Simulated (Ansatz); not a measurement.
# MgAs2 in C2/m, a phase reached by a soft mode: following an unstable mode

Aim: this structure of MgAs2 in C2/m, a phase reached by a soft mode is to be tested for unstable modes, and one is followed downhill.

Main program and level: Ansatz 0.2.0; DFT PBE+D3(BJ), scalar-relativistic, plane waves, PAW.

The structure was built from a prototype and need not be the compound's stable phase.

## 1. The structure

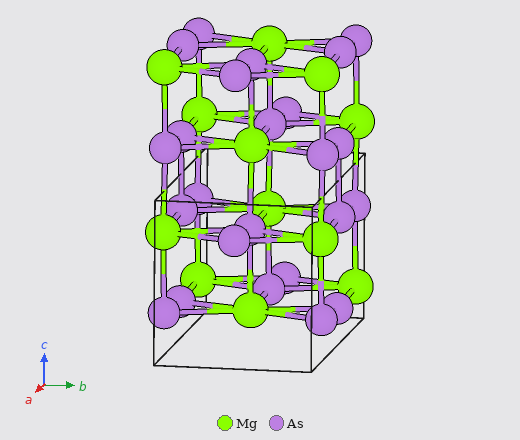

Start, viewed slightly off an axis; magnesium green, arsenic purple. 1×1×2 cells are drawn. This picture shows the conventional cell, with its axes. Some periodic images of atoms are drawn too.

Coordinates:

```cif
data_structure
_symmetry_space_group_name_H-M 'C2/m'
_symmetry_Int_Tables_number 12
_cell_length_a 8.4267
_cell_length_b 5.2005
_cell_length_c 5.4250
_cell_angle_alpha 90.000
_cell_angle_beta 92.186
_cell_angle_gamma 90.000
_cell_volume 237.57
loop_
_atom_site_label
_atom_site_type_symbol
_atom_site_symmetry_multiplicity
_atom_site_Wyckoff_symbol
_atom_site_fract_x
_atom_site_fract_y
_atom_site_fract_z
_atom_site_occupancy
Mg1 Mg 4 i 0.16058 0.00000 0.24524 1
As1 As 4 i 0.48766 0.00000 0.77240 1
As2 As 4 i 0.80990 0.00000 0.25636 1
```

## 2. Linear response at the zone centre

This phase was reached earlier by freezing in an unstable mode of a structure of higher symmetry and relaxing. Its zone-centre modes can show that it is still unstable.

File input.yaml:

```yaml
crystal:
  lattice:
    - [4.2133693125, -2.6002441992, 0.0001262099]
    - [4.2133693125, 2.6002441992, 0.0001262099]
    - [-0.2070858946, 0.0, 5.4210298616]
  atoms:
    - { symbol: Mg, position: [0.1605829177, 0.1605829177, 0.2452416233] }
    - { symbol: Mg, position: [0.8394170823, 0.8394170823, 0.7547583767] }
    - { symbol: As, position: [0.4876648902, 0.4876648902, 0.7723965745] }
    - { symbol: As, position: [0.8098990772, 0.8098990772, 0.2563583468] }
    - { symbol: As, position: [0.1901009228, 0.1901009228, 0.7436416532] }
    - { symbol: As, position: [0.5123351098, 0.5123351098, 0.2276034255] }
kpoints:
  mp_grid: { grid: [8, 8, 8] }
hamiltonian:
  xc: pbe
  dispersion: d3bj
scf:
  occupations: { method: methfessel_paxton, width: 0.2 }
output:
  eigenvalues: true
phonons:
  method: dfpt
```

Launch:

```
ansatz run input.yaml --threads 8 --pin off --max-ram 14336MiB --backend cpu --events-out ev --progress --plain --runs-dir out
```

Numbers of over 12 decimals in the logs are rounded to 6 here.

The log of the run:

```text
zone centre: on kpoints.mp_grid the ground state, and the responses unless they are solved on pairs of k-points, stand on 150 of the mesh's 512 k-points, reduced under 2 symmetry operations, with k and −k counted as one. Each operation leaves every solved displacement unchanged or reverses it
Engine: ansatz 0.2.0, x86_64-unknown-linux-gnu
Pseudopotentials: kind: paw
Pseudopotential: Mg, paw, valence charge 10, recommended cutoff 420 eV (normal), Mg.paw.azcp
Pseudopotential: As, paw, valence charge 15, recommended cutoff 420 eV (normal), As.paw.azcp
Functional definition: PBE
  parameter kappa = 0.804
  parameter beta = 0.066725
  exchange = pbe_x(kappa = kappa, mu = beta*pi^2/3)
  correlation = pbe_c(beta = beta)
Crystal: 6 atoms, lattice volume = 118.783 Å³
Basis set: ecut = 420 eV, 2331 PW (Γ), exchange–correlation on 72×72×80 points (8 copies of the dense FFT grid, shifted against one another)
Bands: 48, of which v1, the nominal top of the filled ones, is band 40 counted from 1 (39 counted from 0)
Symmetry: 4 space group operations
k-points: 150 of 512 (irreducible under 2 space group operations, time reversal used)
Non-local potential: Mg, projectors of the file, l = 0: 3, l = 1: 2, l = 2: 1
Non-local potential: As, projectors of the file, l = 0: 2, l = 1: 2, l = 2: 3, l = 3: 1
PAW form: soft (Blöchl's): semilocal exchange-correlation on the pseudo side does not see the compensation charge
PAW one-centre angular grid: Mg, 110 points (default); XC on 64 Gauss nodes
PAW one-centre angular grid: As, 590 points (default); XC on 64 Gauss nodes
Initial density: superposition of atomic densities (neutral atoms: chi_scale 0, normalization atom), corrected by the library's trained network
Initial wavefunctions: pseudopotential atomic-orbital guess
Functional: x = pbe(κ = 0.804, μ = 0.219515), c = pbe(β = 0.066725)
SCF iter   1: F=—  HF=-23275.378638 eV  |F-HF|=—  |Δ(HF+E_count)|=         —  Δρ=2.53e-3  dr2=1.63e-2  ethr=1.77e-3  ⟨swp⟩=6.1  Hψ=26227  notcnv=0
preconditioner: auto → Kerker (q_TF=auto, 2.554 Å⁻¹)  [metal: Δε(μ)=0.018 eV  Ē_g=8.884 eV  σ=0.200 eV  W_gap=0.08  n_scr=28 (ndim 8)  ℏωp=16.7 eV  f_vac=0.000  D(μ)=2.49/eV (n_scr^D=20)]
SCF iter   2: F=—  HF=-23275.374646 eV  |F-HF|=—  |Δ(HF+E_count)|=   3.99e-3  S|Δr|=    0.00e0  Δρ=1.48e-3  dr2=5.34e-3  ethr=2.04e-5  ⟨swp⟩=1.9  Hψ=10884  notcnv=0
SCF iter   3: F=—  HF=-23275.373695 eV  |F-HF|=—  |Δ(HF+E_count)|=   9.51e-4  S|Δr|=    0.00e0  Δρ=4.01e-4  dr2=2.79e-4  ethr=6.68e-6  ⟨swp⟩=2.4  Hψ=11964  notcnv=0
SCF iter   4: F=—  HF=-23275.373547 eV  |F-HF|=—  |Δ(HF+E_count)|=   1.48e-4  S|Δr|=    0.00e0  Δρ=2.15e-4  dr2=4.70e-5  ethr=3.48e-7  ⟨swp⟩=2.0  Hψ=11769  notcnv=0
SCF iter   5: F=—  HF=-23275.373552 eV  |F-HF|=—  |Δ(HF+E_count)|=   5.10e-6  S|Δr|=    0.00e0  Δρ=5.04e-5  dr2=2.64e-6  ethr=5.88e-8  ⟨swp⟩=2.0  Hψ=12368  notcnv=0
SCF iter   6: F=—  HF=-23275.373551 eV  |F-HF|=—  |Δ(HF+E_count)|=   8.39e-7  S|Δr|=    0.00e0  Δρ=1.81e-5  dr2=4.25e-7  ethr=3.30e-9  ⟨swp⟩=2.0  Hψ=12931  notcnv=0
SCF iter   7: F=—  HF=-23275.373552 eV  |F-HF|=—  |Δ(HF+E_count)|=   1.37e-8  S|Δr|=    0.00e0  Δρ=5.10e-6  dr2=4.41e-8  ethr=5.31e-10  ⟨swp⟩=2.0  Hψ=10255  notcnv=0
SCF iter   8: F=—  HF=-23275.373552 eV  |F-HF|=—  |Δ(HF+E_count)|=  8.55e-10  S|Δr|=    0.00e0  Δρ=2.00e-6  dr2=8.25e-9  ethr=5.52e-11  ⟨swp⟩=2.0  Hψ=11758  notcnv=0
SCF iter   9: F=—  HF=-23275.373552 eV  |F-HF|=—  |Δ(HF+E_count)|=   3.59e-9  S|Δr|=    0.00e0  Δρ=8.36e-7  dr2=1.84e-9  ethr=1.03e-11  ⟨swp⟩=2.0  Hψ=11757  notcnv=0
SCF iter  10: F=—  HF=-23275.373552 eV  |F-HF|=—  |Δ(HF+E_count)|=  4.87e-10  S|Δr|=    0.00e0  Δρ=2.52e-7  dr2=2.02e-10  ethr=2.30e-12  ⟨swp⟩=2.0  Hψ=11754  notcnv=0
SCF iter  11: F=—  HF=-23275.373552 eV  |F-HF|=—  |Δ(HF+E_count)|=  2.18e-11  S|Δr|=    0.00e0  Δρ=6.30e-8  dr2=1.21e-11  ethr=1.00e-12  ⟨swp⟩=1.0  Hψ=6954  notcnv=0
SCF iter  12: F=-23275.373552 eV  HF=-23275.373552 eV  |F-HF|=3.64e-12  |Δ(HF+E_count)|=  7.28e-12  S|Δr|=    0.00e0  Δρ=1.77e-8  dr2=5.47e-13  ethr=1.00e-12  ⟨swp⟩=9.3  Hψ=34933  notcnv=0
SCF 1 converged in 12 iterations: F = -23275.373552 eV  dr2 = 5.47e-13
  greatest PAW one-centre occupation: 1.000 electrons in one spin orbital (limit 2), on the Mg atom at site 1 (counted from 0), in its partial waves of l = 0
DFPT response loops at Γ: preconditioner auto → Kerker (q_TF=auto, 2.554 Å⁻¹) (partly filled bands, converged f_vac=0.000); β = 1.00, the filter's whole step (`scf.mixing.beta` (0.50) is not read by the response loops under this deck's `scf.mixing.preconditioner`; to damp them name `kerker` or `kerker_dos`, under which they read `scf.mixing.beta`, and type it under 1.00, their step now; both keys bind the ground state too); Broyden in place of MSR1
SCF converged after 12 iterations
Stability not checked: this state was not tested for a lower state beside it, because cold or Methfessel-Paxton smearing, or corrected tetrahedra, fill the levels in a way that the test cannot read (fill_not_monotonic; see scf.lower_state_search)
Free energy (F): -23275.373552 eV
Harris-Foulkes:  -23275.373552 eV  (|F-HF|=3.64e-12)
Internal energy: -23275.373332 eV  (E = F + TS)
E sigma→0 (E₀):  -23275.373497 eV
Entropy (-TS):   -0.000220 eV (-0.037 meV/atom)
Fermi energy:    10.005658 eV
--- Per-component energies (eV) ---
  E_band       = -1580.623353
  E_kinetic    = 565.755248
  E_local      = -9580.911215  (includes V_loc(G=0)·N_el)
  E_nonlocal   = -2492.089108
  E_hartree    = 4723.457165
  E_xc         = -376.807923
  E_vxc        = -394.399042  (∫ρ·V_xc dr)
  E_paw        = -7924.161935  (= ΣΔE_a)
  E_vpaw       = 874.106383  (= ΣTr[D̂ρ^β])
  E_aug_tail   = 0.000025  (compensation charges beyond the density's cutoff)
  E_ewald      = -8188.164692
  E_disp       = -2.450897  (pairwise vdW)
  E_smearing   = -0.000220  (= −TS)
  E_closure    = -0.000000  (closes the sum)
  Σ components = -23275.373552   (vs F -23275.373552, Δ=0.00e0)
--- Band table (eV; the first three rows and the last of 150) ---
  k-point 0: bands = [... 36 lower, 6.7913, 8.2979, 9.2469, 9.3739, 9.4658, 9.9642, 11.3171, 11.5978, ... 4 higher]
  k-point 1: bands = [... 36 lower, 6.8516, 8.2619, 9.0246, 9.0437, 9.3356, 9.9410, 11.1915, 11.7948, ... 4 higher]
  k-point 2: bands = [... 36 lower, 7.0247, 8.2919, 8.4718, 8.5503, 8.9618, 9.7965, 10.7191, 12.5098, ... 4 higher]
  k-point 149: bands = [... 36 lower, 8.6094, 9.0771, 9.4210, 10.7668, 11.5184, 11.8704, 11.9321, 12.1063, ... 4 higher]
--- Phonons (Γ-DFPT): 9 representative perturbations + reference, on 150 of 512 k-points (Σ response iterations 28) ---
  k mesh reduced under 2 symmetry operations, with k and −k counted as one. Each operation leaves every solved displacement unchanged or reverses it
  ASR residual: 3.203e-5 → 0.000e0 eV/Å²; symmetrization residual: 2.885e-6 eV/Å²
  pairwise dispersion correction: d3bj (s6 = 1.0, s8 = 0.7875, a1 = 0.4289, a2_bohr = 4.4407), with the weights of each atom's references fixed at the reference crystal's, and the forces and stress that the weights' published response gives there kept as a pressure on the atom's counted neighbours (hamiltonian.dispersion)
  ASR residual per site (eV/Å²): 1.92e-5 1.92e-5 3.19e-5 3.20e-5 3.20e-5 3.19e-5
  Γ frequencies (cm⁻¹): -89.59 -69.88 0.00 0.00 0.00 61.39 68.38 73.79 73.84 161.33 167.37 178.60 182.51 201.34 211.96 216.96 249.89 270.39
  non-analytic LO–TO correction: not included (Born effective charges unavailable; polar crystals: no LO–TO splitting at Γ)
```

Run time: 72 s. Hardware: 8 threads of AMD EPYC 9R14 (Zen 4), shared host; peak memory 2.8 GiB; 8.4 min of CPU time.

Numbers from this step:

* volume per atom: 19.80 Å³
* gap on the k-mesh: 0 eV
* sum-rule residual before enforcement: 3.20e-5 eV/Å²
* point group: 2/m
* highest optical mode at the zone centre (no LO-TO term): 270.4 cm⁻¹
* lowest optical zone-centre mode: -89.59 cm⁻¹

Patterns of degenerate modes are one choice out of their space. The modes at Γ (shares of kinetic energy by element, %) (negative means imaginary):

| mode | frequency (cm⁻¹) | symmetry | Mg % | As % |
| --- | --- | --- | --- | --- |
| 1 | -89.6 | Au | 0 | 100 |
| 2 | -69.9 | Bg | 0 | 100 |
| 3 | 0.0 | acoustic | 14 | 86 |
| 4 | 0.0 | acoustic | 14 | 86 |
| 5 | 0.0 | acoustic | 14 | 86 |
| 6 | 61.4 | Bg | 18 | 82 |
| 7 | 68.4 | Ag | 18 | 82 |
| 8 | 73.8 | not assigned | 14 | 86 |
| 9 | 73.8 | not assigned | 28 | 72 |
| 10 | 161.3 | Bu | 81 | 19 |
| 11 | 167.4 | Ag | 83 | 17 |
| 12 | 178.6 | Ag | 0 | 100 |
| 13 | 182.5 | Bu | 5 | 95 |
| 14 | 201.3 | Ag | 1 | 99 |
| 15 | 212.0 | Au | 86 | 14 |
| 16 | 217.0 | Bg | 82 | 18 |
| 17 | 249.9 | Bu | 72 | 28 |
| 18 | 270.4 | Ag | 69 | 31 |

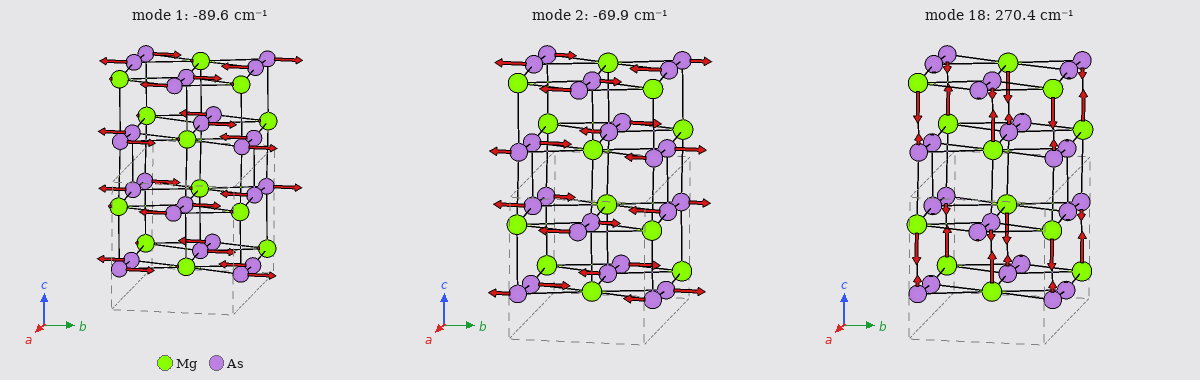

Displacement patterns of modes 1, 2 and 18 at Γ; arrows are exaggerated. 1×1×2 conventional cells are drawn. Some periodic images of atoms are drawn too.

Before it was imposed, the acoustic sum rule was missed by 3.2e-5 eV/Å². Small misses are needed for a sound result but don't prove that mesh and cutoff are converged. The lowest optical mode is imaginary, 89.6i cm⁻¹, so the energy falls along it.

## 3. The mode frozen in, largest atomic shift 0 Å

The mode followed lies at Γ with frequency 89.6i cm⁻¹, the softest among the wavevectors solved. At small amplitude the distorted cell has space group no. 5 by a symmetry search on the positions. The undistorted cell that holds it gives the zero of energy on the same k mesh.

Edit input.yaml of step 2 so:

```diff
@@ -20,4 +20,4 @@
 output:
+  forces: true
+  stress: true
   eigenvalues: true
-phonons:
-  method: dfpt
```

The log of the run:

```text
[...]
Crystal: 6 atoms, lattice volume = 118.783 Å³
Basis set: ecut = 420 eV, 2331 PW (Γ), exchange–correlation on 72×72×80 points (8 copies of the dense FFT grid, shifted against one another)
Bands: 48, of which v1, the nominal top of the filled ones, is band 40 counted from 1 (39 counted from 0)
Symmetry: 4 space group operations
[...]
k-points: 150 of 512
[...]
k-point 0: bands = [... 36 lower, 6.7913, 8.2979, 9.2469, 9.3738, 9.4658, 9.9642, 11.3171, 11.5978, ... 4 higher]
  k-point 1: bands = [... 36 lower, 6.8516, 8.2619, 9.0246, 9.0437, 9.3356, 9.9410, 11.1915, 11.7948, ... 4 higher]
  k-point 2: bands = [... 36 lower, 7.0247, 8.2919, 8.4718, 8.5503, 8.9618, 9.7965, 10.7191, 12.5098, ... 4 higher]
  k-point 149: bands = [... 36 lower, 8.6094, 9.0771, 9.4211, 10.7668, 11.5184, 11.8704, 11.9321, 12.1063, ... 4 higher]
[key lines of the parts left out:]
SCF converged after 7 iterations
Free energy (F): -23275.373551 eV
Fermi energy:    10.005670 eV
P = ⅓ Tr σ = 0.0012 GPa (0.012 kbar)
```

The job ended after 2.9 s (8 threads; peak memory 1 GiB).

Numbers from this step:

* pressure: 0.001182 GPa
* energy from the undistorted cell: 0 meV/atom

The run ends at a pressure of 0.00 GPa, with forces up to 7.6e-4 eV/Å.

## 4. The mode frozen in, largest atomic shift 0.14 Å

The atoms are moved along the unstable eigenvector, the largest shift by 0.14 Å, with the cell fixed.

input.yaml, the sections that differ from step 3:

```yaml
crystal:
  lattice:
    - [4.2133693125, -2.6002441992, 0.0001262099]
    - [4.2133693125, 2.6002441992, 0.0001262099]
    - [-0.2070858946, 0.0, 5.4210298616]
  atoms:
    - { symbol: Mg, position: [0.1637434369, 0.1574223986, 0.2452416233] }
    - { symbol: Mg, position: [0.8425776014, 0.8362565631, 0.7547583767] }
    - { symbol: As, position: [0.5135601479, 0.4617696325, 0.7723965745] }
    - { symbol: As, position: [0.7829785287, 0.8368196257, 0.2563583468] }
    - { symbol: As, position: [0.1631803743, 0.2170214713, 0.7436416532] }
    - { symbol: As, position: [0.5382303675, 0.4864398521, 0.2276034255] }
# kpoints, hamiltonian, scf, output: as in step 3
```

The log of the run:

```text
[...]
Crystal: 6 atoms, lattice volume = 118.783 Å³
Basis set: ecut = 420 eV, 2331 PW (Γ), exchange–correlation on 72×72×80 points (8 copies of the dense FFT grid, shifted against one another)
Bands: 48, of which v1, the nominal top of the filled ones, is band 40 counted from 1 (39 counted from 0)
Symmetry: 2 space group operations
[...]
k-points: 150 of 512 (time reversal used)
[...]
k-point 0: bands = [... 36 lower, 6.9762, 8.3284, 8.9675, 9.1108, 9.4340, 10.5096, 11.3609, 11.7712, ... 4 higher]
  k-point 1: bands = [... 36 lower, 7.0193, 8.2860, 8.8014, 8.9285, 9.1463, 10.4352, 11.3968, 11.8086, ... 4 higher]
  k-point 2: bands = [... 36 lower, 7.1859, 8.2846, 8.3776, 8.5207, 8.6628, 10.2107, 10.9524, 12.4945, ... 4 higher]
  k-point 149: bands = [... 36 lower, 8.5844, 9.1313, 9.4617, 10.7561, 11.4720, 11.6862, 11.8151, 12.0066, ... 4 higher]
[key lines of the parts left out:]
SCF converged after 8 iterations
Free energy (F): -23275.423332 eV
Fermi energy:    9.928897 eV
P = ⅓ Tr σ = 0.5066 GPa (5.066 kbar)
```

The job ended after 4.9 s (8 threads; peak memory 0.97 GiB).

This step gave:

* pressure: 0.5066 GPa
* energy from the undistorted cell: -8.236 meV/atom

The energy, extrapolated to zero smearing, is -8.24 meV/atom against the undistorted cell.

The run ends at a pressure of 0.51 GPa, with forces up to 0.20 eV/Å.

## 5. Energy along the mode, all amplitudes (two of the runs are shown above)

An imaginary frequency means negative curvature, so the energy should fall and then rise again as anharmonic terms take over.

This step gave:

```yaml
depth_at_the_lowest_point_sampled: 8.236 meV/atom
largest_atomic_shift_at_that_point: 0.14 Å
```

Table of energy from the parent by largest atomic shift:

| largest atomic shift (Å) | energy from the parent (meV/atom) |
| --- | --- |
| 0.000 | 0 |
| 0.040 | -1.16 |
| 0.080 | -4.20 |
| 0.140 | -8.24 |
| 0.220 | -3.20 |
| 0.320 | 33.7 |

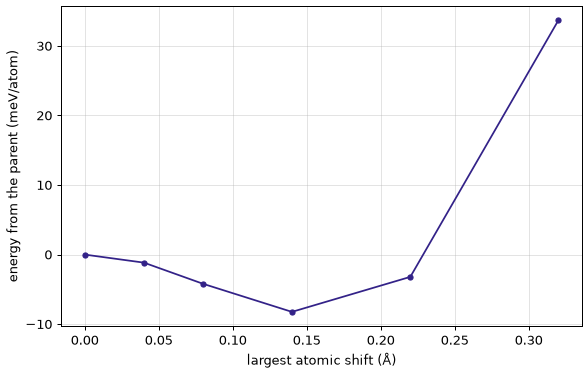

Energy from the parent, plotted against largest atomic shift.

Displacement at unit largest shift by atom:

| atom | x (Å) | y (Å) | z (Å) | size |
| --- | --- | --- | --- | --- |
| Mg1 | 0.00 | -0.12 | 0.00 | 0.12 |
| Mg2 | 0.00 | -0.12 | 0.00 | 0.12 |
| As3 | 0.00 | -0.96 | 0.00 | 0.96 |
| As4 | 0.00 | 1.00 | 0.00 | 1.00 |
| As5 | 0.00 | 1.00 | 0.00 | 1.00 |
| As6 | 0.00 | -0.96 | 0.00 | 0.96 |

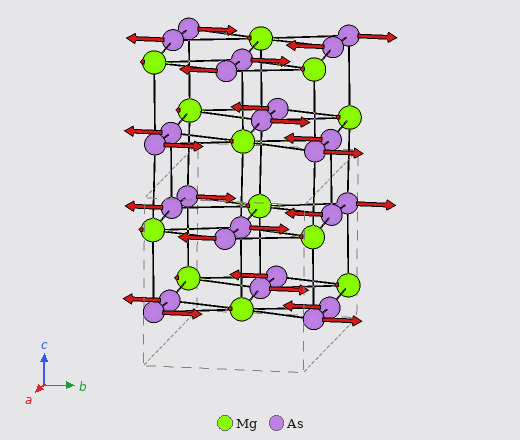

Displacement at unit largest shift as arrows, the longest 1 Å. 1×1×2 conventional cells are drawn. Some periodic images of atoms are drawn too.

The lowest of the steps tried is at 0.14 Å, 8.24 meV/atom below the parent; the bottom of the well need not coincide with a step.

[end of part 1 of 2]

[Logs are printed without paths, hosts, clocks, repeated set-up lines and the standing remarks that a program may print on its own settings, such as how far it seeks lower states.]

[Hosts, paths, dates, database ids (printed as entryN), source tags and the programs' standing remarks are cut or masked in the printed files.]
